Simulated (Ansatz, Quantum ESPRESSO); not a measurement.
# AlTl3 (Pm-3m): zone-centre phonons, part 2 of 3

Aim: the zone-centre modes of AlTl3 (Pm-3m).

Quantum ESPRESSO 7.5; DFT PBEsol, scalar-relativistic, plane waves, PseudoDojo norm-conserving pseudopotentials.

So far. Step 2 (A probe with smearing): No gap opens on this mesh, so smearing is kept; the start stands at 2.2 GPa. Step 4 (Self-consistent run for the response): The cell stands at -0.009 GPa, close enough for phonons. The relaxed cell has a = 4.706 Å (conventional setting).

The structure was built from a prototype and need not be the compound's stable phase.

## (5) Zone-centre response

At q = 0 one unit cell holds all displacements; symmetry groups them into irreducible representations that are solved one by one. With smeared occupations no response to a homogeneous field can be asked.

The input, ph.in:

```
phonons
 &inputph
    prefix='x',
    outdir='./tmp',
    fildyn='g.dyn',
    tr2_ph=1.0d-18,
    alpha_mix(1)=0.4,
    nmix_ph=8,
 /
0.000000000000 0.000000000000 0.000000000000
```

On the command line:

```sh
$ OMP_NUM_THREADS=1 mpirun -n 4 ph.x -nk 4 -in ph.in > ph.out
```

Output:

```text
[banners, grids, parts of the stress and lines that vanish by symmetry left out]
[banner, memory and clock lines left out]
Program PHONON v.7.5

     ./tmp/x.save/

     IMPORTANT: XC functional enforced from input :
     Exchange-correlation= PBESOL
                           (   1   4  10   8   0   0   0)
     Any further DFT definition will be discarded
     Please, verify this is what you really want

     G-vector sticks info

     Reading collected, re-writing distributed wavefunctions in ./tmp/

     Number and degeneracy of irreps per q-point
       N         xq(1)         xq(2)         xq(3)   N irreps
       1   0.000000000   0.000000000   0.000000000       4
        3   3   3   3

     Calculation of q =    0.0000000   0.0000000   0.0000000

     phonons

     bravais-lattice index     =            0
     lattice parameter (alat)  =       8.8936  a.u.
     unit-cell volume          =     703.4588 (a.u.)^3
     number of atoms/cell      =            4
     number of atomic types    =            2
     kinetic-energy cut-off    =      62.0000  Ry
     charge density cut-off    =     248.0000  Ry
     convergence threshold     =      1.0E-18
     beta                      =       0.4000
     number of iterations used =            8
     Exchange-correlation= PBESOL
                           (   1   4  10   8   0   0   0)

     celldm(1)=    8.89364  celldm(2)=    0.00000  celldm(3)=    0.00000
     celldm(4)=    0.00000  celldm(5)=    0.00000  celldm(6)=    0.00000

     crystal axes: (cart. coord. in units of alat)
               a(1) = (  1.0000  0.0000  0.0000 )
               a(2) = (  0.0000  1.0000  0.0000 )
               a(3) = (  0.0000  0.0000  1.0000 )

     reciprocal axes: (cart. coord. in units 2 pi/alat)
               b(1) = (  1.0000  0.0000  0.0000 )
               b(2) = (  0.0000  1.0000  0.0000 )
               b(3) = (  0.0000  0.0000  1.0000 )

     Atoms inside the unit cell:

     Cartesian axes

     site n.  atom      mass           positions (alat units)
        1  Al     26.9815   tau(    1) = (    0.00000    0.00000    0.00000  )
        2  Tl    204.3800   tau(    2) = (    0.00000    0.50000    0.50000  )
        3  Tl    204.3800   tau(    3) = (    0.50000    0.00000    0.50000  )
        4  Tl    204.3800   tau(    4) = (    0.50000    0.50000    0.00000  )

     Computing dynamical matrix for
                    q = (   0.0000000   0.0000000   0.0000000 )

     49 Sym.Ops. (with q -> -q+G )

     G cutoff =  496.8795  (  46297 G-vectors)     FFT grid: ( 45, 45, 45)

     number of k points=    35  Marzari-Vanderbilt smearing, width (Ry)=  0.0200
                       cart. coord. in units 2pi/alat
        k(    1) = (   0.0000000   0.0000000   0.0000000), wk =   0.0039062
        k(    2) = (   0.0000000   0.0000000   0.1250000), wk =   0.0234375
        k(    3) = (   0.0000000   0.0000000   0.2500000), wk =   0.0234375
        [... further k-points left out ...]

     PseudoPot. # 1 for Al read from file:
     ./pseudo/Al.upf
     Pseudo is Norm-conserving + core correction, Zval =  3.0
     Using radial grid of 1876 points,  6 beta functions with:
                l(1) =   0
                l(2) =   0
                l(3) =   1
                l(4) =   1
                l(5) =   2
                l(6) =   2

     PseudoPot. # 2 for Tl read from file:
     ./pseudo/Tl.upf
     Pseudo is Norm-conserving + core correction, Zval = 13.0
     Using radial grid of 2008 points,  6 beta functions with:
                l(1) =   0
                l(2) =   0
                l(3) =   1
                l(4) =   1
                l(5) =   2
                l(6) =   2

     Mode symmetry, O_h (m-3m)  point group:

     Atomic displacements:
     There are    4 irreducible representations

     Representation     1      3 modes -  To be done

     Representation     2      3 modes -  To be done

     Representation     3      3 modes -  To be done

     Representation     4      3 modes -  To be done

     Alpha used in Ewald sum =   2.3000

     Representation #   1 modes #   1   2   3

     Self-consistent Calculation
      iter #   1   av.it.:   9.3
      thresh= 1.000E-02 alpha_mix =  0.400 |ddv_scf|^2 =  3.566E-06
      iter #   2   av.it.:  15.8
      thresh= 1.888E-04 alpha_mix =  0.400 |ddv_scf|^2 =  3.967E-07
      iter #   3   av.it.:  15.5
      thresh= 6.299E-05 alpha_mix =  0.400 |ddv_scf|^2 =  1.229E-09
      iter #   4   av.it.:  15.3
      thresh= 3.505E-06 alpha_mix =  0.400 |ddv_scf|^2 =  2.128E-10
      iter #   5   av.it.:  15.6
      thresh= 1.459E-06 alpha_mix =  0.400 |ddv_scf|^2 =  9.292E-12
      iter #   6   av.it.:  15.5
      thresh= 3.048E-07 alpha_mix =  0.400 |ddv_scf|^2 =  6.990E-13
      iter #   7   av.it.:  15.5
      thresh= 8.361E-08 alpha_mix =  0.400 |ddv_scf|^2 =  9.517E-15
      iter #   8   av.it.:  15.0
      thresh= 9.756E-09 alpha_mix =  0.400 |ddv_scf|^2 =  2.136E-15
      iter #   9   av.it.:  15.9
      thresh= 4.622E-09 alpha_mix =  0.400 |ddv_scf|^2 =  2.159E-17
      iter #  10   av.it.:  16.2
      thresh= 4.646E-10 alpha_mix =  0.400 |ddv_scf|^2 =  1.071E-19

     End of self-consistent calculation

     Convergence has been achieved

     Representation #   2 modes #   4   5   6

     Self-consistent Calculation
      iter #   1   av.it.:   8.8
      thresh= 1.000E-02 alpha_mix =  0.400 |ddv_scf|^2 =  1.320E-06
      iter #   2   av.it.:  15.8
      thresh= 1.149E-04 alpha_mix =  0.400 |ddv_scf|^2 =  1.079E-07
      iter #   3   av.it.:  15.6
      thresh= 3.285E-05 alpha_mix =  0.400 |ddv_scf|^2 =  1.828E-09
      iter #   4   av.it.:  15.4
      thresh= 4.275E-06 alpha_mix =  0.400 |ddv_scf|^2 =  2.725E-10
[...]
End of self-consistent calculation

     Convergence has been achieved

     Representation #   3 modes #   7   8   9

     Self-consistent Calculation
[...]
End of self-consistent calculation

     Convergence has been achieved

     Representation #   4 modes #  10  11  12

     Self-consistent Calculation
[...]
iter #   2   av.it.:  16.1
      thresh= 8.939E-05 alpha_mix =  0.400 |ddv_scf|^2 =  2.522E-09
      iter #   3   av.it.:  14.7
      thresh= 5.022E-06 alpha_mix =  0.400 |ddv_scf|^2 =  7.812E-10
      iter #   4   av.it.:  16.0
      thresh= 2.795E-06 alpha_mix =  0.400 |ddv_scf|^2 =  1.352E-11
      iter #   5   av.it.:  15.9
      thresh= 3.677E-07 alpha_mix =  0.400 |ddv_scf|^2 =  6.269E-14
      iter #   6   av.it.:  15.0
      thresh= 2.504E-08 alpha_mix =  0.400 |ddv_scf|^2 =  1.625E-14
      iter #   7   av.it.:  15.9
      thresh= 1.275E-08 alpha_mix =  0.400 |ddv_scf|^2 =  8.926E-17
      iter #   8   av.it.:  16.5
      thresh= 9.448E-10 alpha_mix =  0.400 |ddv_scf|^2 =  6.895E-19

     End of self-consistent calculation

     Convergence has been achieved

     Number of q in the star =    1
     List of q in the star:
          1   0.000000000   0.000000000   0.000000000

     Diagonalizing the dynamical matrix

     q = (    0.000000000   0.000000000   0.000000000 )

 **************************************************************************
     freq (    1) =      -0.014631 [THz] =      -0.488052 [cm-1]
     freq (    2) =      -0.014631 [THz] =      -0.488052 [cm-1]
     freq (    3) =      -0.014631 [THz] =      -0.488052 [cm-1]
     freq (    4) =       1.359094 [THz] =      45.334506 [cm-1]
     freq (    5) =       1.359094 [THz] =      45.334506 [cm-1]
     freq (    6) =       1.359094 [THz] =      45.334506 [cm-1]
     freq (    7) =       2.165449 [THz] =      72.231595 [cm-1]
     freq (    8) =       2.165449 [THz] =      72.231595 [cm-1]
     freq (    9) =       2.165449 [THz] =      72.231595 [cm-1]
     freq (   10) =       3.611474 [THz] =     120.465795 [cm-1]
     freq (   11) =       3.611474 [THz] =     120.465795 [cm-1]
     freq (   12) =       3.611474 [THz] =     120.465795 [cm-1]
 **************************************************************************

     Mode symmetry, O_h (m-3m)  point group:

     freq (   1-   3) =         -0.5  [cm-1]   --> T_1u G_15  G_4- I
     freq (   4-   6) =         45.3  [cm-1]   --> T_2u G_25  G_5-
     freq (   7-   9) =         72.2  [cm-1]   --> T_1u G_15  G_4- I
     freq (  10-  12) =        120.5  [cm-1]   --> T_1u G_15  G_4- I
```

Wall time 14 min (4 MPI ranks of Arm Neoverse V2, shared host); 54 min of CPU time.

Numbers from this step:

- largest acoustic frequency at the zone centre before the sum rule: -0.49 cm⁻¹
- highest optical zone-centre mode (no LO-TO term): 120.5 cm⁻¹
- lowest optical zone-centre mode: 45.33 cm⁻¹

The acoustic modes at Γ come out as far as 0.5 cm⁻¹ from zero, where they should vanish, a small numerical error.

## (6) Zone-centre analysis

A rigid shift of the crystal must cost nothing, but grids and finite bases break this; the acoustic sum rule is imposed before the matrix is diagonalised again.

The input, dynmat.in:

```
 &input
    fildyn='g.dyn',
    asr='simple',
    fileig='dynmat.eig',
 /
```

On the command line:

```sh
$ dynmat.x -in dynmat.in > dynmat.out
```

Output:

```text
[banner, memory and clock lines left out]
Program DYNMAT v.7.5

     Reading Dynamical Matrix from file g.dyn
     ...Force constants read
     ...epsilon and Z* not read (not found on file)
     A direction for q was not specified:TO-LO splitting will be absent

     Polarizability (A^3 units)
     multiply by 1.000000 for Clausius-Mossotti correction
         0.000000    0.000000    0.000000
         0.000000    0.000000    0.000000
         0.000000    0.000000    0.000000

     IR activities are in (D/A)^2/amu units

# mode   [cm-1]    [THz]      IR
    1      0.00    0.0000    0.0000
    2      0.00    0.0000    0.0000
    3      0.00    0.0000    0.0000
    4     45.34    1.3592    0.0000
    5     45.34    1.3592    0.0000
    6     45.34    1.3592    0.0000
    7     72.23    2.1655    0.0000
    8     72.23    2.1655    0.0000
    9     72.23    2.1655    0.0000
   10    120.47    3.6116    0.0000
   11    120.47    3.6116    0.0000
   12    120.47    3.6116    0.0000

[end of the log left out, with the tail of the file of modes that dynmat.x writes under the same name]
```

Elapsed: 0.47 s, on 1 thread.

This step gave:

```yaml
lowest_optical_zone_centre_mode: 45.34 cm⁻¹
```

Unit eigenvectors of the mass-weighted matrix after the sum rule; no LO-TO term. The modes at Γ (shares of kinetic energy by element, %):

```csv
mode,frequency (cm⁻¹),symmetry,Al %,Tl %
1,0.0,acoustic,4,96
2,0.0,acoustic,4,96
3,0.0,acoustic,4,96
4,45.3,T2u,0,100
5,45.3,T2u,0,100
6,45.3,T2u,0,100
7,72.2,T1u,21,79
8,72.2,T1u,21,79
9,72.2,T1u,21,79
10,120.5,T1u,75,25
11,120.5,T1u,75,25
12,120.5,T1u,75,25
```

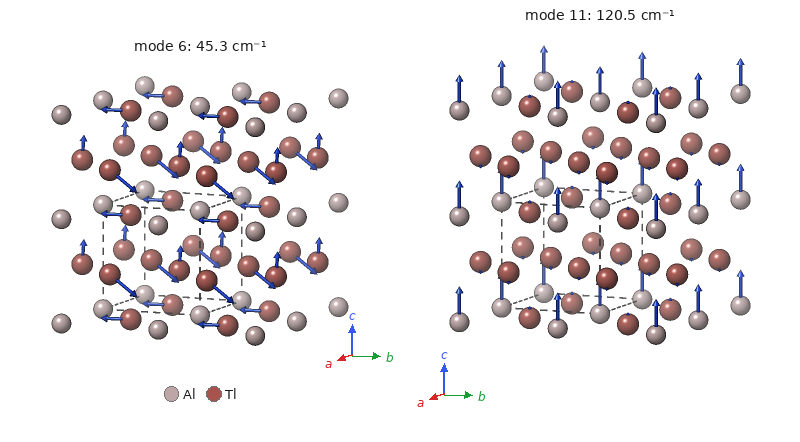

Displacement patterns of modes 6 and 11 at Γ; arrows are exaggerated. 2×2×2 cells are drawn. Some periodic images of atoms are drawn too.

The rule moves no optical mode by more than 0.1 cm⁻¹.

## (7) Sum rules set otherwise: a sum rule for molecules or wires on a crystal

This rule also removes rotations, which suits wires and not a crystal; it is tried to see the harm.

The input, dynmat.in:

```
 &input
    fildyn='g.dyn',
    asr='one-dim',
    fileig='dynmat.eig',
 /
```

On the command line:

```sh
$ dynmat.x -in dynmat.in > dynmat.out
```

Output:

```text
[banner, memory and clock lines left out]
Program DYNMAT v.7.5

     Reading Dynamical Matrix from file g.dyn
     ...Force constants read
     ...epsilon and Z* not read (not found on file)
asr rotation axis in 1D system=    3
     Acoustic Sum Rule: || Z*(ASR) - Z*(orig)|| =    0.000000E+00
     Acoustic Sum Rule: ||dyn(ASR) - dyn(orig)||=    4.499395E-02
     A direction for q was not specified:TO-LO splitting will be absent

     Polarizability (A^3 units)
     multiply by 1.000000 for Clausius-Mossotti correction
         0.000000    0.000000    0.000000
         0.000000    0.000000    0.000000
         0.000000    0.000000    0.000000

     IR activities are in (D/A)^2/amu units

# mode   [cm-1]    [THz]      IR
    1     -0.00   -0.0000    0.0000
    2      0.00    0.0000    0.0000
    3      0.00    0.0000    0.0000
    4      0.00    0.0000    0.0000
    5     45.33    1.3591    0.0000
    6     45.33    1.3591    0.0000
    7     59.64    1.7881    0.0000
    8     72.23    2.1655    0.0000
    9     72.23    2.1655    0.0000
   10    120.47    3.6115    0.0000
   11    120.47    3.6115    0.0000
   12    128.02    3.8380    0.0000

[end of the log left out, with the tail of the file of modes that dynmat.x writes under the same name]
```

Run time: 0.47 s. Hardware: 1 thread.

The run ended normally, but on settings that are not sound.

The fault: a sum rule for molecules or wires on a crystal; 1 optical mode is projected out to zero frequency, as if it were a rotation.

For a crystal the rule has to be 'simple' or 'crystal'.

Zone-centre frequencies as printed; negative means imaginary. Modes:

```csv
mode,frequency (cm⁻¹)
1,0
2,0
3,0
4,0
5,45.33
6,45.33
7,59.64
8,72.23
9,72.23
10,120.5
11,120.5
12,128
```

## (8) Sum rules set otherwise (asr no)

Without the rule the raw error of the acoustic modes shows.

The input, dynmat.in:

```
 &input
    fildyn='g.dyn',
    asr='no',
    fileig='dynmat.eig',
 /
```

On the command line:

```sh
$ dynmat.x -in dynmat.in > dynmat.out
```

Output:

```text
[banner, memory and clock lines left out]
Program DYNMAT v.7.5

     Reading Dynamical Matrix from file g.dyn
     ...Force constants read
     ...epsilon and Z* not read (not found on file)
     A direction for q was not specified:TO-LO splitting will be absent

     Polarizability (A^3 units)
     multiply by 1.000000 for Clausius-Mossotti correction
         0.000000    0.000000    0.000000
         0.000000    0.000000    0.000000
         0.000000    0.000000    0.000000

     IR activities are in (D/A)^2/amu units

# mode   [cm-1]    [THz]      IR
    1     -0.49   -0.0147    0.0000
    2     -0.49   -0.0147    0.0000
    3     -0.49   -0.0147    0.0000
    4     45.33    1.3591    0.0000
    5     45.33    1.3591    0.0000
    6     45.33    1.3591    0.0000
    7     72.23    2.1654    0.0000
    8     72.23    2.1654    0.0000
    9     72.23    2.1654    0.0000
   10    120.47    3.6115    0.0000
   11    120.47    3.6115    0.0000
   12    120.47    3.6115    0.0000

[end of the log left out, with the tail of the file of modes that dynmat.x writes under the same name]
```

Elapsed: 0.47 s, on 1 thread.

This step gave:

* lowest optical zone-centre mode: 45.33 cm⁻¹

Zone-centre frequencies as printed; negative means imaginary. Modes:

```csv
mode,frequency (cm⁻¹)
1,-0.49
2,-0.49
3,-0.49
4,45.33
5,45.33
6,45.33
7,72.23
8,72.23
9,72.23
10,120.5
11,120.5
12,120.5
```

Against the first rule no mode moves by more than 0.5 cm⁻¹.

(Continued in part 3 of 3.)

[Host names and launcher messages were left out of these logs when they were recorded.]

[Logs are printed without paths, hosts, clocks, repeated set-up lines and the standing remarks that a program may print on its own settings, such as how far it seeks lower states.]

[Hosts, paths, dates, database ids (printed as entryN), source tags and the programs' standing remarks are cut or masked in the printed files.]
